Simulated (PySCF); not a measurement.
# C₆H₁₂AlClO (SMILES CCO/C=C(\C)[CH2][AlH][Cl]): what the fields show

Input

```
{"job": {"kind": "nmr", "xc": "PBE0", "basis": "pcSseg-1"}, "charge": 0, "multiplicity": 1}
C     -3.515290    -0.827741     0.157945
C     -2.465390     0.153224    -0.337569
O     -1.229497    -0.177869     0.260413
C     -0.201617     0.685233    -0.001692
C      1.073504     0.373317     0.236007
C      1.471603    -0.977106     0.738601
C      2.203791     1.316634    -0.045062
Al     3.192079     0.314510    -1.482581
Cl     2.270285    -0.367079    -3.152302
H     -4.473063    -0.613062    -0.307600
H     -3.616202    -0.752593     1.237259
H     -3.215777    -1.842015    -0.091357
H     -2.377454     0.092317    -1.432415
H     -2.747014     1.183379    -0.072848
H     -0.487073     1.662678    -0.376438
H      0.620966    -1.652001     0.754286
H      2.249641    -1.387890     0.067959
H      1.901265    -0.917655     1.737837
H      1.811848     2.311073    -0.280818
H      2.830120     1.423346     0.848891
H      4.694354     0.016242    -1.334609
```

Run with:

```sh
OMP_NUM_THREADS=1 python probes_run.py task.json out
```

Geometry: GFN2-xTB.

The calculation used PySCF 2.14.0, PBE0/pcSseg-1, SCF density, gas phase, non-relativistic.

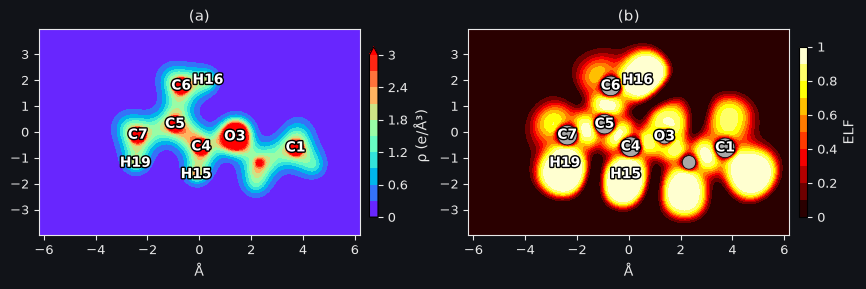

Figure 1. (a) total electron density; (b) ELF on the plane of atoms C5, C4 and H15. Grey discs cover the atomic cores in the ELF map.

**Interpret the plot.**

Atoms in the plane: C, O and H. C–C (1.33 Å): ρ is about 2.3 e/Å³ halfway; the ELF peaks at about 0.95 between the atoms; a short, multiple covalent bond. C–O (1.37 Å): ρ is about 2.3 e/Å³ halfway, with its minimum of 1.9 e/Å³ about 0.5 Å from C; the ELF peaks at about 0.90 between the atoms; a polar covalent bond. C–H (1.09 Å): ρ at the midpoint is about 2 e/Å³; the ELF climbs to about 1 towards the hydrogen, as it does in any bond to H (a covalent bond by its length). C–C (1.49 Å): the density is about 1.7 e/Å³ at the midpoint; the ELF peaks at about 0.95 between the atoms (a shared electron pair). The ELF also peaks beside O3, away from the bonds: lone-pair regions.

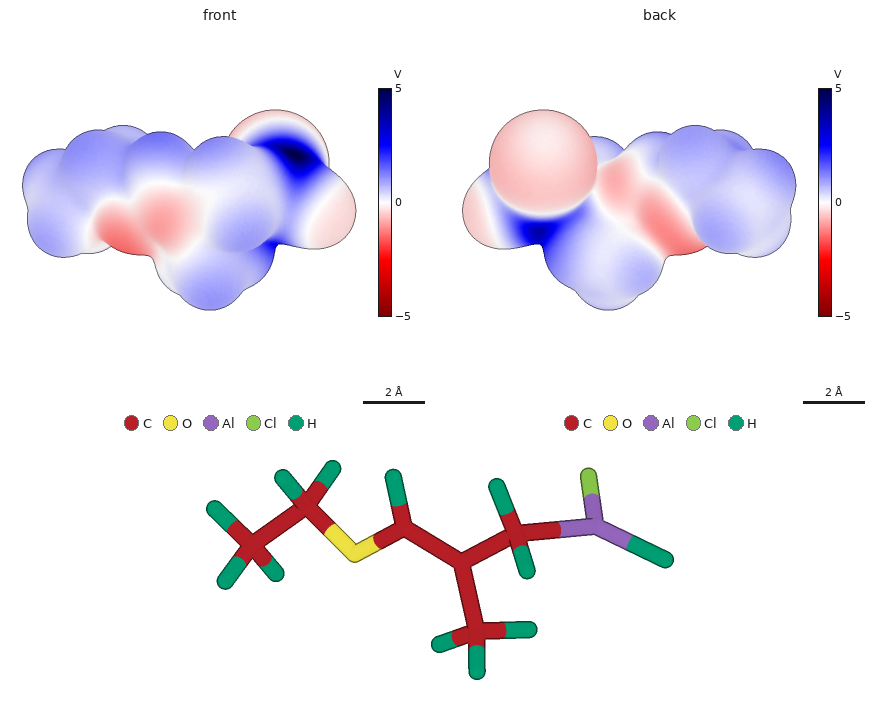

Figure 2. The electrostatic potential painted on the density surface at 0.004 e/bohr³, seen from the front and from behind; red is negative and blue positive. The bare structure is drawn below in the same view.

**Which sites attract a positive test charge, and which a negative one?**

A positive charge is drawn to the negative regions and a negative charge to the positive ones. The most negative region (about −1.4 V) lies over O3, the most positive (about +4.3 V) over Al8. O3 is the likeliest acceptor of a hydrogen bond.

**How polar is the molecule by this calculation?**

Its dipole moment is 1.86 D.
